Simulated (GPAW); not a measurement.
# Work function of C/Ru(0001) at several levels, part 2 of 2

Wanted: work functions and dipole of C/Ru(0001), with the cost of each level.

GPAW 26.7.0; GPAW, PAW setups; slab in vacuum, relaxation (the session's first sound run).

So far, upper work function (eV): step 2 (relaxation, PBE, GPAW) 5.67; step 3 (plane waves, PBE) 5.67; step 4 (self-consistent run: xc = "LDA") 5.92; step 5 (OptPBE vdW: xc = "optPBE-vdW", GPAW, PAW setups, GPAW) 5.91.

### Step 6. Self-consistent run: xc = "RPBE"

The same geometry under RPBE, to see how far the functional moves the levels against the vacuum.

run.py reads:

```python
import json
import numpy as np
from ase import Atoms
from gpaw import GPAW, PW

slab = Atoms(
    ['Ru', 'Ru', 'Ru', 'Ru', 'C'],
    positions=[
        [2.70000, 1.55885, 8.00000],
        [0.00000, 0.00000, 10.13840],
        [2.70000, 1.55883, 12.27575],
        [-0.00000, -0.00051, 14.58298],
        [1.35000, -0.78034, 15.73567]],
    cell=[[2.7, 0.0, 0.0], [1.35, 2.33827, 0.0], [0.0, 0.0, 24.17756]],
    pbc=[True, True, False])

slab.calc = GPAW(mode=PW(500), xc='RPBE', kpts={'size': (13, 13, 1), 'gamma': True},
                 occupations={'name': 'fermi-dirac', 'width': 0.1}, nbands='160%',
                 convergence={'density': 1e-05}, maxiter=200,
                 poissonsolver={'dipolelayer': 'xy'},
                 symmetry={'tolerance': 1e-3}, txt='slab.txt')
result = {}
energy = slab.get_potential_energy()
fermi = slab.calc.get_fermi_level()
v = slab.calc.get_electrostatic_potential().mean((0, 1)) - fermi
n = slab.calc.get_pseudo_density().mean((0, 1))
L = slab.cell[2, 2]
z = np.arange(len(v)) * L / len(v)
low, high = slab.positions[:, 2].min(), slab.positions[:, 2].max()
below, above = np.interp([low - 5.8, high + 5.8], z, v)
slopes = [np.interp(x, z, np.gradient(v, z)) for x in (low - 5.8, high + 5.8)]
eps = np.array([[slab.calc.get_eigenvalues(k, s) for k in range(len(slab.calc.get_ibz_k_points()))]
                for s in range(slab.calc.get_number_of_spins())]) - fermi
top, bottom = eps[eps < 0].max(), eps[eps > 0].min()
dipole = slab.get_dipole_moment()[2]
print(f'energy {energy:.4f} eV, Fermi level {fermi:.4f} eV, dipole {dipole:.5f} e A')
print(f'potential 5.8 A off the faces, from the Fermi level: lower {below:.4f} eV, upper {above:.4f} eV')
print(f'slope of the potential there: lower {slopes[0]:.5f}, upper {slopes[1]:.5f} eV/A')
print(f'nearest levels on the mesh: {top:.4f} and {bottom:.4f} eV')
print('magnetic moment', round(slab.get_magnetic_moment(), 3))
result.update(energy=energy, fermi=fermi, dipole=dipole, below=below, above=above, slopes=slopes, edges=[top, bottom],
              z=z.tolist(), v=v.tolist(), n=n.tolist(), positions=slab.positions.tolist(),
              forces=slab.get_forces(apply_constraint=False).tolist(), moments=slab.get_magnetic_moments().tolist())
json.dump(result, open('result.json', 'w'))
```

On the command line:

```bash
$ OMP_NUM_THREADS=1 OPENBLAS_NUM_THREADS=1 python run.py
```

Log:

```text
energy -40.1601 eV, Fermi level 2.1474 eV, dipole -0.02509 e A
potential 5.8 A off the faces, from the Fermi level: lower 4.8481 eV, upper 5.5686 eV
slope of the potential there: lower -0.00002, upper 0.00003 eV/A
nearest levels on the mesh: -0.0044 and 0.0003 eV
magnetic moment 0.0
```

Elapsed: 85 s, on 1 thread of INTEL XEON PLATINUM 8581C at 2.10GHz (Emerald Rapids), shared host; peak memory 0.26 GiB.

Numbers from this step:

```yaml
dipole_along_the_normal: -0.02509 e·Å
levels_nearest_the_fermi_level_on_the_mesh: -0.004430, 2.76e-4 eV from the Fermi level
upper_work_function: 5.569 eV
lower_work_function: 4.848 eV
```

The upper face's work function is 5.569 eV, against 5.672 eV in the first plane-wave PBE run at this geometry.

### Step 7. Self-consistent run: xc = "revPBE"

The same geometry under revPBE, to see how far the functional moves the levels against the vacuum.

Changes to run.py since step 6:

```diff
@@ -16,3 +16,3 @@
 
-slab.calc = GPAW(mode=PW(500), xc='RPBE', kpts={'size': (13, 13, 1), 'gamma': True},
+slab.calc = GPAW(mode=PW(500), xc='revPBE', kpts={'size': (13, 13, 1), 'gamma': True},
                  occupations={'name': 'fermi-dirac', 'width': 0.1}, nbands='160%',
```

Log:

```text
energy -40.7658 eV, Fermi level 2.1308 eV, dipole -0.02435 e A
potential 5.8 A off the faces, from the Fermi level: lower 4.8720 eV, upper 5.5713 eV
slope of the potential there: lower -0.00002, upper 0.00004 eV/A
nearest levels on the mesh: -0.0008 and 0.0844 eV
magnetic moment 0.0
```

Wall time 89 s (1 thread); peak memory 0.26 GiB.

This step gave:

```yaml
dipole_along_the_normal: -0.02435 e·Å
levels_nearest_the_fermi_level_on_the_mesh: -8.35e-4, 0.08441 eV from the Fermi level
upper_work_function: 5.571 eV
lower_work_function: 4.872 eV
```

The upper face's work function is 5.571 eV, against 5.672 eV in the first plane-wave PBE run at this geometry.

### Step 8. Self-consistent run: xc = "vdW-DF2"

The same geometry under vdW-DF2, to see how far the functional moves the levels against the vacuum (the van der Waals functionals take revPBE setups).

Changes to run.py since step 7:

```diff
@@ -16,3 +16,3 @@
 
-slab.calc = GPAW(mode=PW(500), xc='revPBE', kpts={'size': (13, 13, 1), 'gamma': True},
+slab.calc = GPAW(mode=PW(500), xc='vdW-DF2', kpts={'size': (13, 13, 1), 'gamma': True},
                  occupations={'name': 'fermi-dirac', 'width': 0.1}, nbands='160%',
```

Log:

```text
energy -392.1468 eV, Fermi level 1.8942 eV, dipole -0.02694 e A
potential 5.8 A off the faces, from the Fermi level: lower 5.3041 eV, upper 6.0777 eV
slope of the potential there: lower -0.00015, upper 0.00001 eV/A
nearest levels on the mesh: -0.0486 and 0.0086 eV
magnetic moment 0.0
```

The job ended after 1.7 min (1 thread; peak memory 0.39 GiB).

Numbers from this step:

```yaml
dipole_along_the_normal: -0.02694 e·Å
levels_nearest_the_fermi_level_on_the_mesh: -0.04861, 0.008622 eV from the Fermi level
upper_work_function: 6.078 eV
lower_work_function: 5.304 eV
```

The electrostatic potential energy of an electron (without an applied field's), less the Fermi level, planar mean oscillates, so the rows of the table below give means over windows of 2.13 Å about each position, cut where the curve ends. Its maxima inside the range that stand out by 2 % of the span (Å: eV): 9.1: -2.29, 11.2: -2.40, 13.4: -1.20, 15.4: -11.7. Its minima: 8.0: -28.0, 10.2: -28.5, 12.3: -28.3, 14.6: -29.2, 15.7: -14.8.

Table of electrostatic potential energy of an electron (without an applied field's), less the Fermi level, planar mean by z; means over each step:

| z (Å) | electrostatic potential energy of an electron (without an applied field's), less the Fermi level, planar mean (eV) |
| --- | --- |
| 1.06 | 5.34 |
| 3.19 | 5.30 |
| 5.32 | 5.04 |
| 7.46 | -11.1 |
| 9.58 | -13.8 |
| 11.71 | -13.7 |
| 13.84 | -12.7 |
| 15.97 | -6.09 |
| 18.11 | 6.01 |
| 20.23 | 6.08 |
| 22.36 | 6.08 |

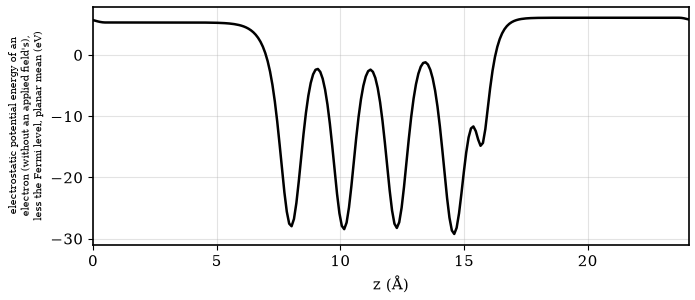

Electrostatic potential energy of an electron (without an applied field's), less the Fermi level, planar mean against z.

The upper face's work function is 6.078 eV, against 5.672 eV in the first plane-wave PBE run at this geometry.

### Step 9. Real-space grid: mode = "fd"

A real-space grid is a second complete basis, so it checks the plane-wave result.

Changes to run.py since step 8:

```diff
@@ -3,3 +3,3 @@
 from ase import Atoms
-from gpaw import GPAW, PW
+from gpaw import GPAW
 
@@ -16,3 +16,3 @@
 
-slab.calc = GPAW(mode=PW(500), xc='vdW-DF2', kpts={'size': (13, 13, 1), 'gamma': True},
+slab.calc = GPAW(mode='fd', h=0.18, xc='PBE', kpts={'size': (13, 13, 1), 'gamma': True},
                  occupations={'name': 'fermi-dirac', 'width': 0.1}, nbands='160%',
```

Log:

```text
energy -43.3407 eV, Fermi level -5.3441 eV, dipole -0.02284 e A
potential 5.8 A off the faces, from the Fermi level: lower 5.0172 eV, upper 5.6710 eV
slope of the potential there: lower -0.00007, upper 0.00000 eV/A
nearest levels on the mesh: -0.0034 and 0.0854 eV
magnetic moment 0.0
```

The job ended after 5.1 min (1 thread; peak memory 0.67 GiB).

Numbers from this step:

```yaml
dipole_along_the_normal: -0.02284 e·Å
levels_nearest_the_fermi_level_on_the_mesh: -0.003443, 0.08539 eV from the Fermi level
upper_work_function: 5.671 eV
lower_work_function: 5.017 eV
```

The upper face's work function is 5.671 eV, against 5.672 eV in the first plane-wave PBE run at this geometry.

### Step 10. Atomic orbitals: mode = "lcao"

Atom-centred orbitals end a few angstrom from the surface, which tests how much the density's tail matters.

Changes to run.py since step 9:

```diff
@@ -16,4 +16,4 @@
 
-slab.calc = GPAW(mode='fd', h=0.18, xc='PBE', kpts={'size': (13, 13, 1), 'gamma': True},
-                 occupations={'name': 'fermi-dirac', 'width': 0.1}, nbands='160%',
+slab.calc = GPAW(mode='lcao', basis='dzp', h=0.18, xc='PBE', kpts={'size': (13, 13, 1), 'gamma': True},
+                 occupations={'name': 'fermi-dirac', 'width': 0.1}, nbands='120%',
                  convergence={'density': 1e-05}, maxiter=200,
```

Log:

```text
energy -40.9134 eV, Fermi level -5.3561 eV, dipole -0.02240 e A
potential 5.8 A off the faces, from the Fermi level: lower 5.0356 eV, upper 5.6766 eV
slope of the potential there: lower -0.00003, upper 0.00000 eV/A
nearest levels on the mesh: -0.0013 and 0.0837 eV
magnetic moment 0.0
```

Elapsed: 21 min, on 1 thread; peak memory 0.36 GiB.

Numbers from this step:

```
dipole along the normal                    : -0.02240 e·Å
levels nearest the Fermi level on the mesh : -0.001289, 0.08366 eV from the Fermi level
upper work function                        : 5.677 eV
lower work function                        : 5.036 eV
```

The upper face's work function is 5.677 eV, against 5.672 eV in the first plane-wave PBE run at this geometry.

### Step 11. Cost and result by level

Times are for 1 thread of INTEL XEON PLATINUM 8581C at 2.10GHz (Emerald Rapids), shared host. The series side by side:

| no. | run | upper work function (eV) | lower work function (eV) | time | memory (GiB) |
| --- | --- | --- | --- | --- | --- |
| 1 | pw | 5.672 | 5.017 | 83 s | 0.26 |
| 2 | LDA | 5.919 | 5.377 | 77 s | 0.26 |
| 3 | optPBE vdW | 5.908 | 5.188 | 97 s | 0.39 |
| 4 | RPBE | 5.569 | 4.848 | 85 s | 0.26 |
| 5 | revPBE | 5.571 | 4.872 | 89 s | 0.26 |
| 6 | vdW DF2 | 6.078 | 5.304 | 1.7 min | 0.39 |
| 7 | fd | 5.671 | 5.017 | 5.1 min | 0.67 |
| 8 | lcao | 5.677 | 5.036 | 21 min | 0.36 |

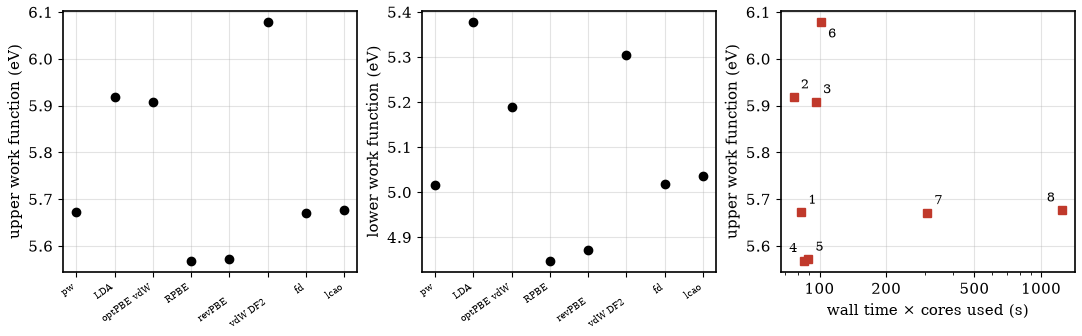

The series as plots; the last panel sets the first result against cost, with the runs numbered as in the table.

### Step 12. Side by side

Results and costs are gathered.

This step: comparison of work functions, dipole and cost (GPAW 26.7.0).

Ladder, by row:

| step | code | work function, upper (eV) | work function, lower (eV) | dipole (e Å) | wall time (s) | peak memory (GiB) | threads |
| --- | --- | --- | --- | --- | --- | --- | --- |
| pw | GPAW | 5.672 | 5.017 | -0.0228 | 82.8 | 0.26 | 1 |
| LDA | GPAW | 5.919 | 5.377 | -0.01885 | 76.67 | 0.26 | 1 |
| optPBE-vdW | GPAW | 5.908 | 5.188 | -0.02505 | 96.55 | 0.39 | 1 |
| RPBE | GPAW | 5.569 | 4.848 | -0.02509 | 85.17 | 0.26 | 1 |
| revPBE | GPAW | 5.571 | 4.872 | -0.02435 | 89.16 | 0.26 | 1 |
| vdW-DF2 | GPAW | 6.078 | 5.304 | -0.02694 | 101.7 | 0.39 | 1 |
| fd | GPAW | 5.671 | 5.017 | -0.02284 | 306.7 | 0.67 | 1 |
| lcao | GPAW | 5.677 | 5.036 | -0.0224 | 1238 | 0.36 | 1 |

### Step 13. A changed run

One more run, with changed settings.

This step: GPAW, PAW setups; slab in vacuum (GPAW 26.7.0).

Changes to run.py since step 10:

```diff
@@ -3,3 +3,3 @@
 from ase import Atoms
-from gpaw import GPAW
+from gpaw import GPAW, PW
 
@@ -16,5 +16,5 @@
 
-slab.calc = GPAW(mode='lcao', basis='dzp', h=0.18, xc='PBE', kpts={'size': (13, 13, 1), 'gamma': True},
-                 occupations={'name': 'fermi-dirac', 'width': 0.1}, nbands='120%',
-                 convergence={'density': 1e-05}, maxiter=200,
+slab.calc = GPAW(mode=PW(500), xc='PBE', kpts={'size': (13, 13, 1), 'gamma': True},
+                 occupations={'name': 'fermi-dirac', 'width': 0.1}, nbands='100%',
+                 convergence={'density': 1e-05}, maxiter=75,
                  poissonsolver={'dipolelayer': 'xy'},
```

Log:

```text
gpaw.KohnShamConvergenceError
```

The job ended after 2.9 min (1 thread; peak memory 0.23 GiB).

No converged result was reached; the numbers in the log don't describe the system.

The fault put into the input: too few bands, under a cap of 75 iterations, which ended the run (nbands = "100 % of the filled bands").

### Step 14. What came out

```
work function, upper and lower face : 5.672 and 5.017 eV
dipole along the normal             : -0.0228 e Å
```

With plane waves and PBE the work function is 5.67 eV on the upper face and 5.02 eV on the lower. The two faces differ by 0.66 eV, the step that the slab's dipole makes (e p/(ε0 A) gives 0.65 eV), so the dipole layer is needed. Over the sound runs of the table the upper face's work function spans 5.569 (RPBE) to 6.078 eV (vdW-DF2). The cell of 6.31 Å² holds one C, started on one chosen site; other sites and coverages weren't tried. The in-plane lattice was kept as typed, which isn't the functional's own and leaves some strain; spin-orbit coupling and temperature are left out.

[Logs are printed without paths, hosts, clocks, repeated set-up lines and the standing remarks that a program may print on its own settings, such as how far it seeks lower states.]

[Hosts, paths, dates, database ids (printed as entryN), source tags and the programs' standing remarks are cut or masked in the printed files.]
